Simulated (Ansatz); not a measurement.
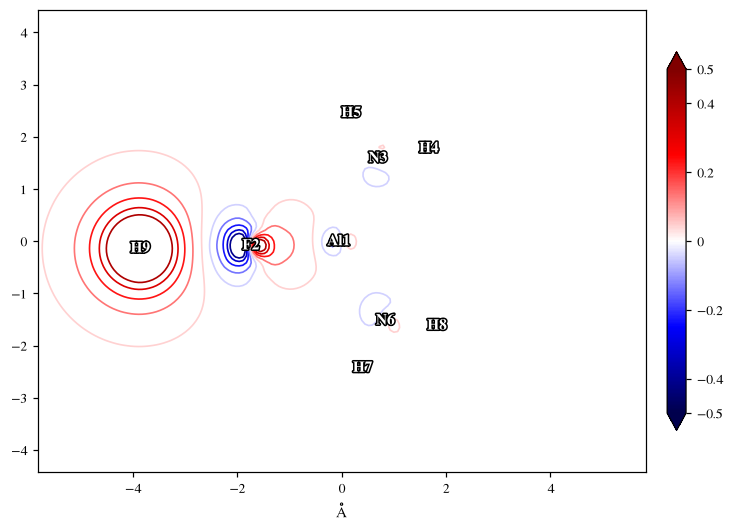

*AlFH4N2···H (doublet). The HOMO−1 (α) on the plane of atoms F2, Al1 and N6 (values in Å⁻³ᐟ²; the overall sign is arbitrary).*

Not at a stationary point (largest force 0.7 eV/Å).

These are results of UKS PBE0/def2-mTZVP in Ansatz, not measurements.

```xyz
9

Al   -0.0046    0.0139   -0.1367
F    -0.0210    0.0852    1.5382
N     1.5518    0.1065   -0.9559
H     1.7144   -0.1047   -1.9309
H     2.4254    0.2937   -0.4853
N    -1.5508   -0.1395   -0.9654
H    -2.4330   -0.2626   -0.4919
H    -1.6982   -0.0394   -1.9583
H     0.0161    0.0469    3.6663
```

> Where does this orbital lie, and at what energy?

It lies mainly on H9 (about 90 %) and F2 (about 5 %). Its energy is −7.72 eV.
